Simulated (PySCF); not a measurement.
## C₂H₂F₂ (charge +1): EPR calculation

System: C₂H₂F₂, charge +1, multiplicity 2, SMILES [CH2+][C](F)F.
Method: UKS B3LYP, pcH-1 on C F H, non-relativistic, mean-field spin-orbit, GIAO (PySCF 2.14.0).

It belongs to a series of runs on one base structure; here: electron removed.

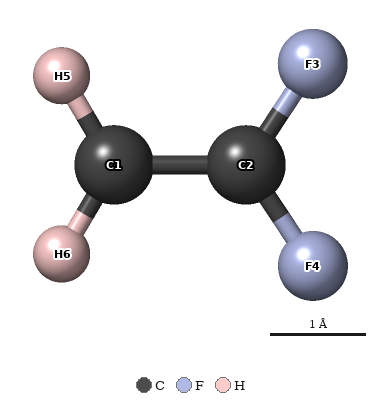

*The input geometry (ball-and-stick view, seen on its broad side; atoms are numbered from 1 in the order of the input).*

Bond lengths as drawn: C–C 1.39 Å, C–F 1.28 Å and C–H 1.09 Å.

**Input file**
```
{"job": {"kind": "epr", "basis": "pcH-1"}, "charge": 1, "multiplicity": 2}
C     -0.739859    -0.078088    -0.018654
C      0.640802     0.067627     0.010318
F      1.228453     1.200162    -0.024442
F      1.452012    -0.915685     0.074291
H     -1.386709     0.797500    -0.071428
H     -1.191576    -1.069526     0.008340
```

The first line tells a small driver script what to run in PySCF; the rest is the geometry in Å.

Run on 1 CPU thread, shared host.

Command:
```bash
OMP_NUM_THREADS=1 python <driver script> task.json out
```

**The program's output**
```
UKS, coarse grid
  cycle   1  E = -276.60311557  |g| = 5.25e-01
  cycle   2  E = -276.43543756  |g| = 9.27e-01
  cycle   3  E = -276.70715276  |g| = 7.86e-02
  cycle   4  E = -276.70879284  |g| = 2.72e-02
  cycle   5  E = -276.70903662  |g| = 8.39e-03
  cycle   6  E = -276.70907070  |g| = 1.46e-03
  cycle   7  E = -276.70907245  |g| = 3.72e-04
UKS, final grid
  cycle   1  E = -276.70908916  |g| = 3.00e-04
  cycle   2  E = -276.70908914  |g| = 4.55e-04
  cycle   3  E = -276.70908921  |g| = 6.91e-05
  cycle   4  E = -276.70908921  |g| = 3.28e-05
  cycle   5  E = -276.70908921  |g| = 2.40e-05
internal stability: stable
E = -276.70908921 Eh   <S^2> = 0.7519 (exact 0.7500)
g shifts (ppm)      1          2          3
  rmc          -200       -200       -200
  gc             -2         48         46
  oz_so         -57       1898       3340
  total        -259       1747       3186
hyperfine (MHz)  atom isotope    a_iso     a_fc   dipolar eigenvalues
    0   13C      53.44      53.44    -59.15    -58.20    117.36
    1   13C     -13.12     -13.12    -25.43    -19.42     44.86
    2   19F      67.10      67.10   -172.10   -168.41    340.51
    3   19F      66.99      66.99   -171.74   -168.09    339.83
    4    1H     -49.96     -49.96    -26.24     -5.19     31.43
    5    1H     -49.95     -49.95    -26.25     -5.19     31.44
```

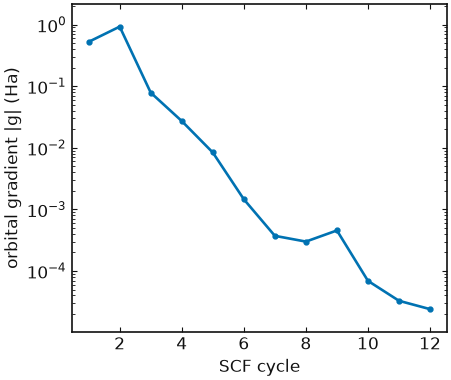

*Convergence of the self-consistent field: orbital gradient |g| against the SCF cycle.*

All cycles printed in the log are drawn one after another.

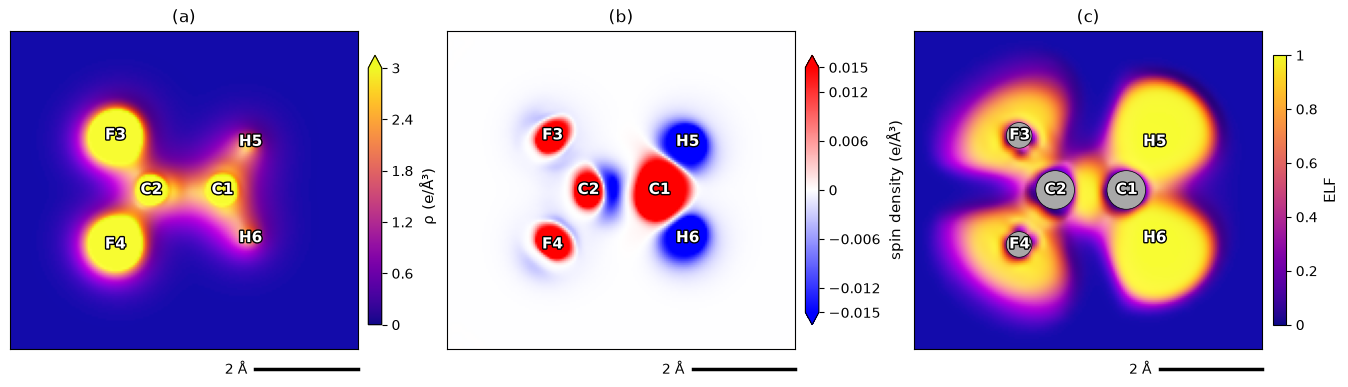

*(a) total electron density; (b) spin density (α minus β); (c) ELF on the molecular plane. Grey discs, where drawn, cover atomic cores.*

The unpaired spin (1 electron) lies mostly on C1 (about 0.6), C2 (about 0.2), F3 (about 0.1) and F4 (about 0.1), in electrons by Hirshfeld's partition.

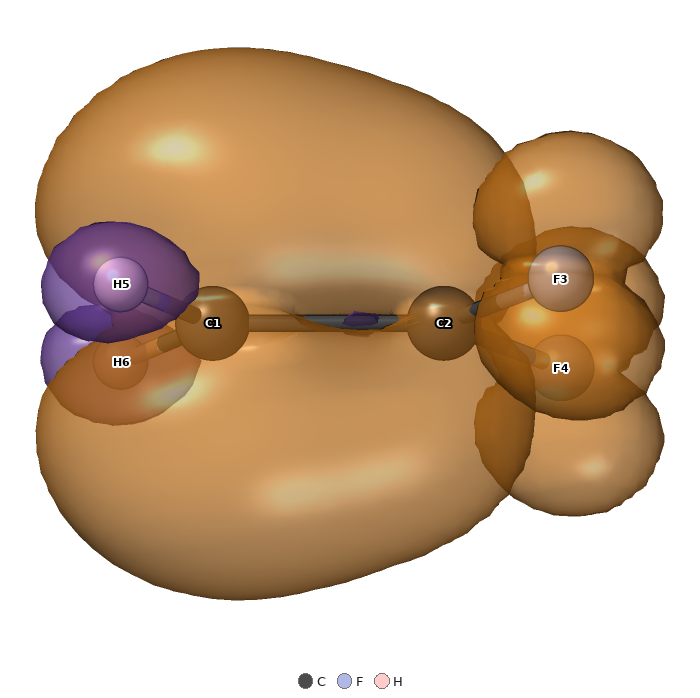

*Isosurfaces of the spin density at +0.01 (orange) and −0.01 e/Å³ (purple), seen from the side.*

The unpaired spin (1 electron) lies mostly on C1 (about 0.6), C2 (about 0.2), F3 (about 0.1) and F4 (about 0.1), in electrons by Hirshfeld's partition.

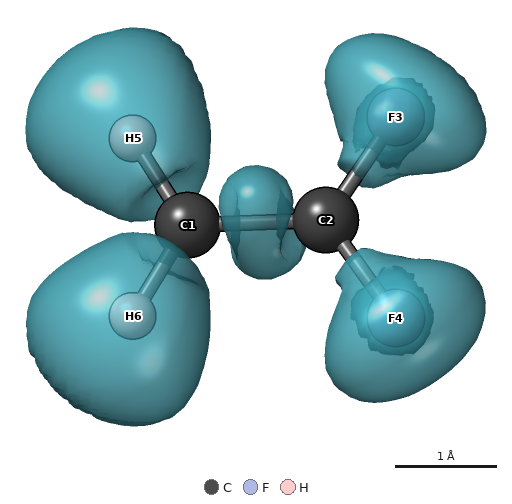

*Isosurface of the electron localisation function at 0.75 (cyan), seen at a tilt. Only the valence region is drawn (cores and ρ < 0.01 e/Å³ removed).*

Values along the shortest contacts: C–F (1.28 Å): the ELF peaks at about 0.85 between the atoms, which marks a polar covalent bond.

**Summary**

```tsv
quantity	value
outcome	converged
total energy	−276.709089 hartree
⟨S²⟩	0.752
isotropic g	2.0039
wall time	19 s
peak memory	0.38 GiB
```
